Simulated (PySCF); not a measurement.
# C3H5B (SMILES BC#CC): what the fields show

```tsv
atom	x (Å)	y (Å)	z (Å)
B	2.3046	-0.0227	0.0788
C	0.8136	-0.0060	0.0248
C	-0.3959	0.0042	-0.0217
C	-1.8387	0.0178	-0.0719
H	2.9012	-0.7187	-0.6500
H	2.8656	0.6587	0.8485
H	-2.2394	-0.3755	0.8629
H	-2.1951	1.0406	-0.1976
H	-2.2026	-0.5925	-0.8989
```

Geometry: GFN2-xTB.

The calculation used PySCF 2.14.0, wB97X-D/def2-SVPD, SCF density, gas phase.

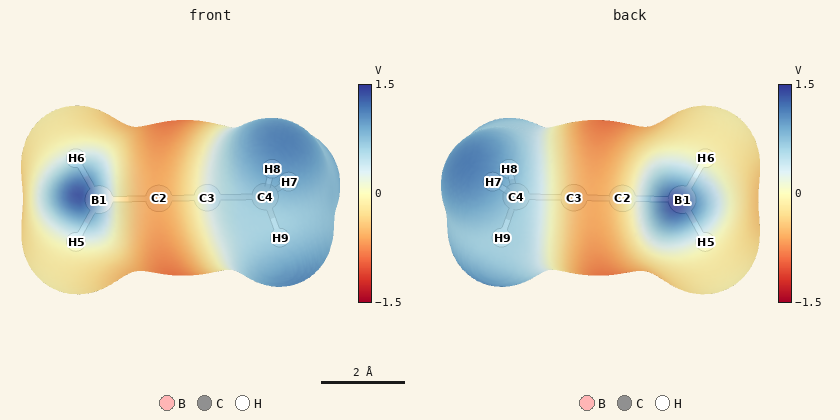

Figure 1. The molecular electrostatic potential painted on the density surface at 0.002 e/bohr³, seen from the front and from behind; the colour scale runs from red (negative) to blue (positive).

### Which sites attract a positive test charge, and which a negative one?

A positive charge is drawn to the negative regions and a negative charge to the positive ones. The most negative region (about −0.8 V) lies over C2 and C3, the most positive (about +1.3 V) over B1.

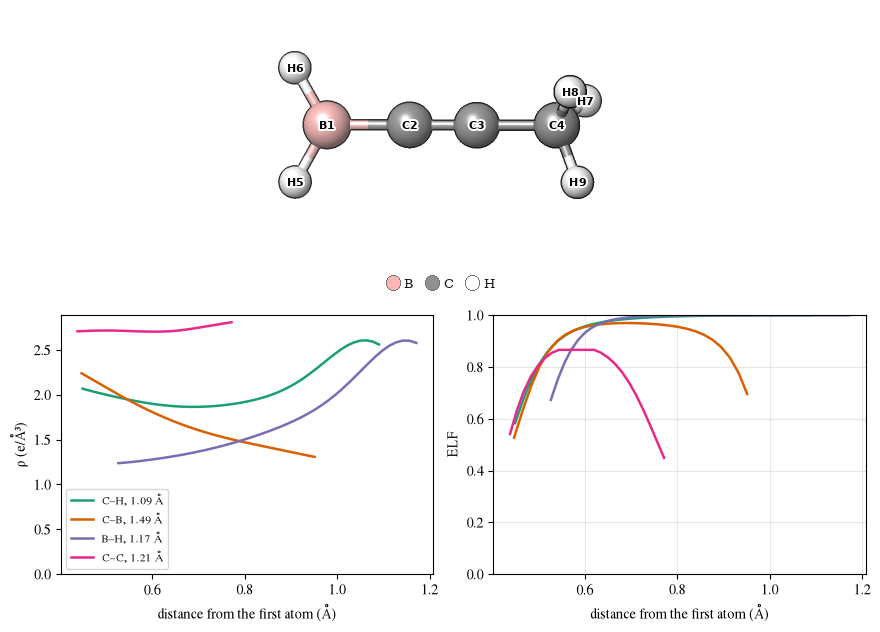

Figure 2. Total electron density and ELF along straight lines between neighbouring atoms. The curves leave out the atomic cores. The structure is drawn too.

### What kind of bonding do the profiles show?

C–H (1.09 Å): the density is about 2 e/Å³ at the midpoint; the ELF climbs to about 1 towards the hydrogen, as it does in any bond to H; an ordinary covalent bond to hydrogen.
C–B (1.49 Å): ρ is about 1.5 e/Å³ halfway; the ELF peaks at about 0.95 between the atoms; localised, covalent bonding.
B–H (1.17 Å): ρ is about 1.3 e/Å³ halfway; the ELF climbs to about 1 towards the hydrogen (a covalent bond by its length).
C–C (1.21 Å): ρ is about 2.7 e/Å³ halfway; the ELF peaks at about 0.85 between the atoms: a multiple bond.
